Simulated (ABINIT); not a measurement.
**Na2H6Pt (Fm-3m): G0W0 with ABINIT, start to end**

Wanted: ground state, empty states, screening and self-energy for Na2H6Pt (Fm-3m).

Main program and level: ABINIT 10.8.3; LDA and many-body steps on it, plane waves.

## (1) The starting structure

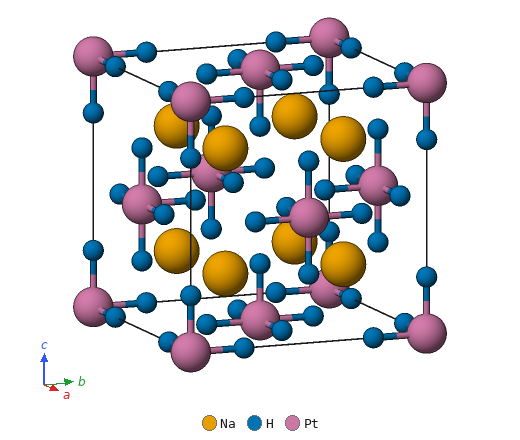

The cell as given, slightly off an axis (sodium orange, hydrogen blue, platinum pink). This picture shows the conventional cell, with its axes. Some periodic images of atoms are drawn too.

The cell and positions are those that the Materials Project relaxed with its own functionals (PBE, PBE+U or r2SCAN), kept fixed. Spin-orbit coupling is left out unless a step names it.

## (2) Ground state

This step: ABINIT 10.8.3; DFT, LDA, plane waves, norm-conserving pseudopotentials.

The ground-state density comes first.

Input file run.abi:

```
acell 3*1.0 Angstrom
rprim 
  0.000000000000 3.629315950000 3.629315950000
  3.629315950000 -0.000000000000 3.629315950000
  3.629315950000 3.629315950000 -0.000000000000
ntypat 3
znucl 11 1 78
natom 9
typat 1 1 2 2 2 2 2 2 3
xred 
  0.750000000000 0.750000000000 0.750000000000
  0.250000000000 0.250000000000 0.250000000000
  0.774464350000 0.774464350000 0.225535650000
  0.225535650000 0.774464350000 0.225535650000
  0.774464350000 0.225535650000 0.225535650000
  0.225535650000 0.225535650000 0.774464350000
  0.774464350000 0.225535650000 0.774464350000
  0.225535650000 0.774464350000 0.774464350000
  0.000000000000 0.000000000000 0.000000000000
pp_dirpath "pseudos"
pseudos "Na.upf, H.upf, Pt.upf"
ecut 38
ngkpt 6 6 6
nshiftk 1
shiftk 0 0 0
kptopt 1
chksymbreak 0
nband 29
occopt 1
tolvrs 1e-10
nstep 60
prtwf 0
optforces 0
optstress 0
indata_prefix "in"
outdata_prefix "out"
tmpdata_prefix "tmp"
```

The run is started by

```bash
> OMP_NUM_THREADS=1 mpirun -n 4 abinit run.abi > log
```

Numbers of over 12 decimals in the logs are rounded to 6 here.

Output:

```text
.Version 10.8.3 of ABINIT. v10.8.2 released Aug 2026.

 Symmetries : space group Fm -3 m (#225); Bravais cF (face-center cubic)
================================================================================
 Values of the parameters that define the memory need of the present run
     intxc =       0    ionmov =       0      iscf =       7    lmnmax =       8
     lnmax =       8     mgfft =      54  mpssoang =       4    mqgrid =    3001
     natom =       9  nloc_mem =       1    nspden =       1   nspinor =       1
    nsppol =       1      nsym =      48    n1xccc =    2501    ntypat =       3
    occopt =       1   xclevel =       1
-    mband =          29        mffmem =           1         mkmem =           4
       mpw =        7243          nfft =      157464          nkpt =          16
================================================================================
  Rough estimation (10% accuracy) of disk space for files :
================================================================================

--------------------------------------------------------------------------------
------------- Echo of variables that govern the present computation ------------
--------------------------------------------------------------------------------
 -outvars: echo values of preprocessed input variables --------
            acell      1.8897261259E+00  1.8897261259E+00  1.8897261259E+00 Bohr

      chksymbreak           0
             ecut      3.80000000E+01 Hartree
-          fftalg         312

              ixc       -1012
              kpt      0.00000000E+00  0.00000000E+00  0.00000000E+00
                       1.66666667E-01  0.00000000E+00  0.00000000E+00
                       3.33333333E-01  0.00000000E+00  0.00000000E+00
                       5.00000000E-01  0.00000000E+00  0.00000000E+00
                       1.66666667E-01  1.66666667E-01  0.00000000E+00
                       3.33333333E-01  1.66666667E-01  0.00000000E+00
                       5.00000000E-01  1.66666667E-01  0.00000000E+00
                      -3.33333333E-01  1.66666667E-01  0.00000000E+00
                      -1.66666667E-01  1.66666667E-01  0.00000000E+00
   [... 5 further rows ...]
                      -3.33333333E-01  3.33333333E-01  1.66666667E-01
                      -3.33333333E-01  5.00000000E-01  1.66666667E-01
         kptrlatt        6    0    0      0    6    0      0    0    6
          kptrlen      5.81955655E+01
P           mkmem           4
            natom           9
            nband          29
            ngfft          54      54      54
             nkpt          16
            nstep          60
             nsym          48
           ntypat           3
              occ      2.000000  2.000000  2.000000  2.000000  2.000000  2.000000
                       2.000000  2.000000  2.000000  2.000000  2.000000  2.000000
                       2.000000  2.000000  2.000000  2.000000  2.000000  2.000000
                       2.000000  2.000000  2.000000  0.000000  0.000000  0.000000
                       0.000000  0.000000  0.000000  0.000000  0.000000
        optforces           0
        optstress           0
            prtwf           0
            rprim      0.0000000000E+00  3.6293159500E+00  3.6293159500E+00
[...]
spgroup         225

           tolvrs      1.00000000E-10

             xred      7.5000000000E-01  7.5000000000E-01  7.5000000000E-01
[...]
znucl       11.00000    1.00000   78.00000

================================================================================

 chkinp: Checking input parameters for consistency.

================================================================================
== DATASET  1 ==================================================================
-   mpi_nproc: 4, omp_nthreads: 1 (-1 if OMP is not activated)

--- !DatasetInfo
iteration_state: {dtset: 1, }
dimensions: {natom: 9, nkpt: 16, mband: 29, nsppol: 1, nspinor: 1, nspden: 1, mpw: 7243, }
cutoff_energies: {ecut:  38.0, pawecutdg:  -1.0, }
electrons: {nelect:   4.20000000E+01, charge:   0.00000000E+00, occopt:   1.00000000E+00, tsmear:   1.00000000E-02, }

 Real(R)+Recip(G) space primitive vectors, cartesian coordinates (Bohr,Bohr^-1):
 R(1)=  0.0000000  6.8584132  6.8584132  G(1)= -0.0729032  0.0729032  0.0729032
 R(2)=  6.8584132  0.0000000  6.8584132  G(2)=  0.0729032 -0.0729032  0.0729032
 R(3)=  6.8584132  6.8584132  0.0000000  G(3)=  0.0729032  0.0729032 -0.0729032
 Unit cell volume ucvol=  6.4520976E+02 bohr^3
 Angles (23,13,12)=  6.00000000E+01  6.00000000E+01  6.00000000E+01 degrees

 getcut: wavevector=  0.0000  0.0000  0.0000  ngfft=  54  54  54
         ecut(hartree)=     38.000   => boxcut(ratio)=   2.00700

--- Pseudopotential description ------------------------------------------------
- Na Generated using ONCVPSP code by D. R. Hamann
- 11.00000   9.00000  180309                  znucl, zion, pspdat
12 -1012 1 -1 1968                            pspcod,pspxc,lmax,lloc,mmax
     nproj     2     2     0     0
  pspatm : epsatm=    9.37365322
         --- l  ekb(1:nproj) -->
[...]
pspatm: atomic psp has been read  and splines computed

- H Generated using ONCVPSP code by D. R. Hamann
-  1.00000   1.00000  180309                  znucl, zion, pspdat
[...]
pspatm : epsatm=    0.35439867
         --- l  ekb(1:nproj) -->
[...]
1   -0.275071
 pspatm: atomic psp has been read  and splines computed

- Pt Generated using ONCVPSP code by D. R. Hamann
- 78.00000  18.00000  180309                  znucl, zion, pspdat
12 -1012 3 -1 1340                            pspcod,pspxc,lmax,lloc,mmax
     nproj     2     2     2     2
  pspatm : epsatm=   26.53268550
         --- l  ekb(1:nproj) -->
[...]
pspatm: atomic psp has been read  and splines computed

   1.99106812E+03                                ecore*ucvol(ha*bohr**3)
--------------------------------------------------------------------------------

_setup2: Arith. and geom. avg. npw (full set) are    7218.551    7218.541

================================================================================

--- !BeginCycle
iteration_state: {dtset: 1, }
solver: {iscf: 7, nstep: 60, nline: 4, wfoptalg: 0, }
tolerances: {tolvrs: 1.00E-10, }

     iter   Etot(hartree)      deltaE(h)  residm     vres2
 ETOT  1  -225.25466943124    -2.253E+02 2.113E-01 5.032E+02
 ETOT  2  -225.30344454729    -4.878E-02 2.314E-02 1.395E+03
 ETOT  3  -225.48849650677    -1.851E-01 1.917E-03 2.218E+01
 ETOT  4  -225.49031091829    -1.814E-03 1.733E-03 1.281E-01
 ETOT  5  -225.49033939857    -2.848E-05 3.144E-04 1.605E-02
 ETOT  6  -225.49034172841    -2.330E-06 5.621E-04 2.259E-03
 ETOT  7  -225.49034198809    -2.597E-07 1.640E-04 4.454E-04
 ETOT  8  -225.49034201733    -2.924E-08 4.217E-04 1.478E-05
 ETOT  9  -225.49034201854    -1.214E-09 1.166E-04 2.347E-07
 ETOT 10  -225.49034201857    -2.501E-11 4.099E-04 1.055E-09
 ETOT 11  -225.49034201856     1.248E-11 1.250E-04 1.331E-10
 ETOT 12  -225.49034201855     1.023E-12 3.883E-04 6.485E-13

 At SCF step   12       vres2   =  6.49E-13 < tolvrs=  1.00E-10 =>converged.

--- !ResultsGS
iteration_state: {dtset: 1, }
comment   : Summary of ground state results
lattice_vectors:
- [  0.0000000,   6.8584132,   6.8584132, ]
- [  6.8584132,  -0.0000000,   6.8584132, ]
- [  6.8584132,   6.8584132,  -0.0000000, ]
lattice_lengths: [   9.69926,    9.69926,    9.69926, ]
lattice_angles: [ 60.000,  60.000,  60.000, ] # degrees, (23, 13, 12)
lattice_volume:   6.4520976E+02
convergence: {deltae:  1.023E-12, res2:  6.485E-13, residm:  3.883E-04, diffor:  0.000E+00, }
etotal    :  -2.25490342E+02
entropy   :   0.00000000E+00
fermie    :   1.13493423E-02
cartesian_stress_tensor: null
pressure_GPa: null
xred      :
- [  7.5000E-01,   7.5000E-01,   7.5000E-01, Na]
- [  2.5000E-01,   2.5000E-01,   2.5000E-01, Na]
- [  7.7446E-01,   7.7446E-01,   2.2554E-01,  H]
- [  2.2554E-01,   7.7446E-01,   2.2554E-01,  H]
- [  7.7446E-01,   2.2554E-01,   2.2554E-01,  H]
- [  2.2554E-01,   2.2554E-01,   7.7446E-01,  H]
- [  7.7446E-01,   2.2554E-01,   7.7446E-01,  H]
- [  2.2554E-01,   7.7446E-01,   7.7446E-01,  H]
- [  0.0000E+00,   0.0000E+00,   0.0000E+00, Pt]
cartesian_forces: null
force_length_stats: {min: null, max: null, mean: null, }

 Integrated electronic density in atomic spheres:
 ------------------------------------------------
 Atom  Sphere_radius  Integrated_density
[...]
================================================================================

 ----iterations are completed or convergence reached----

 Mean square residual over all n,k,spin=   87.710E-08; max=  38.830E-05
 reduced coordinates (array xred) for    9 atoms
[...]
0.774464350000      0.225535650000      0.225535650000
       0.225535650000      0.225535650000      0.774464350000
       0.774464350000      0.225535650000      0.774464350000
       0.225535650000      0.774464350000      0.774464350000
       0.000000000000      0.000000000000      0.000000000000
 rms dE/dt=  0.0000E+00; max dE/dt=  0.0000E+00; dE/dt below (all hartree)
    1       0.000000000000      0.000000000000      0.000000000000
    2       0.000000000000      0.000000000000      0.000000000000
    3       0.000000000000      0.000000000000      0.000000000000
    4       0.000000000000      0.000000000000      0.000000000000
    5       0.000000000000      0.000000000000      0.000000000000
    6       0.000000000000      0.000000000000      0.000000000000
    7       0.000000000000      0.000000000000      0.000000000000
    8       0.000000000000      0.000000000000      0.000000000000
    9       0.000000000000      0.000000000000      0.000000000000

 cartesian coordinates (angstrom) at end:
    1      5.443974     5.443974     5.443974
[...]
5      1.637080     3.629316     3.629316
    6      3.629316     3.629316     1.637080
    7      3.629316     5.621552     3.629316
    8      5.621552     3.629316     3.629316
    9      0.000000     0.000000     0.000000
 length scales=  1.889726125908  1.889726125908  1.889726125908 bohr
              =  1.000000000000  1.000000000000  1.000000000000 angstroms
 prteigrs : about to open file out_EIG
 Fermi (or HOMO) energy (hartree) =   0.01135   Average Vxc (hartree)=  -0.33608
 Eigenvalues (hartree) for nkpt=  16  k points:
 kpt#   1, nband= 29, wtk=  0.00463, kpt=  0.0000  0.0000  0.0000 (reduced coord)
  -3.56737   -1.87864   -1.87864   -1.87864   -1.78435   -1.78423   -0.77452   -0.77452
  -0.77452   -0.77369   -0.77369   -0.77369   -0.21577   -0.15236   -0.15236   -0.04400
  -0.04400   -0.04400    0.00262    0.00262    0.00262    0.21720    0.27850    0.27850
   0.31314    0.31314    0.31314    0.34362    0.34362
 prteigrs : prtvol=0 or 1, do not print more k-points.

--- !EnergyTerms
iteration_state     : {dtset: 1, }
comment             : Components of total free energy in Hartree
kinetic             :  9.56836201152054E+01
hartree             :  7.96655845690178E+01
xc                  : -3.90389689403540E+01
Ewald energy        : -1.10936313203840E+02
psp_core            :  3.08592374406643E+00
local_psp           : -2.31635107162822E+02
non_local_psp       : -2.23150811398279E+01
total_energy        : -2.25490342018555E+02
total_energy_eV     : -6.13590479140526E+03
band_energy         : -3.62047535110397E+01

== END DATASET(S) ==============================================================
================================================================================

 -outvars: echo values of variables after computation  --------
           etotal     -2.2549034202E+02
            nband          29
             nkpt          16
          spgroup         225
 [... the other variables as echoed above ...]

 Calculation completed.
```

It took 42 s on 4 MPI ranks of Intel Xeon Platinum 8488C (Sapphire Rapids), shared host; peak memory 0.47 GiB; 2.8 min of CPU time.

Numbers from this step:

- total energy: -6135.9048 eV
- gap: 3.300 eV
- k of the valence top: -0.1667, 0.1667, 0
- k of the conduction bottom: 0.5, 0.5, 0
- least direct gap: 4.115 eV

The gap is indirect, with the least direct gap 0.81 eV higher.

(Part 1 of 3 ends here.)

[Paths, hosts, dates, memory and timing lines, banners, echoed tables and standing remarks are left out of the program output.]

[Logs are printed without paths, hosts, clocks, repeated set-up lines and the standing remarks that a program may print on its own settings, such as how far it seeks lower states.]

[Runs of the session that timed out or met a known fault of the program may be left out.]

[Hosts, paths, dates, database ids (printed as entryN), source tags and the programs' standing remarks are cut or masked in the printed files.]

[G0W0 gaps are taken among the corrected bands and points alone; a level outside them can change the order at an edge.]

[Where Ansatz stands beside ABINIT at settings called matched, ABINIT's density can come from a denser mesh and the files from another edition; pairs whose starting gaps differed by over 0.03 eV were left out, so agreement reads better than it is.]
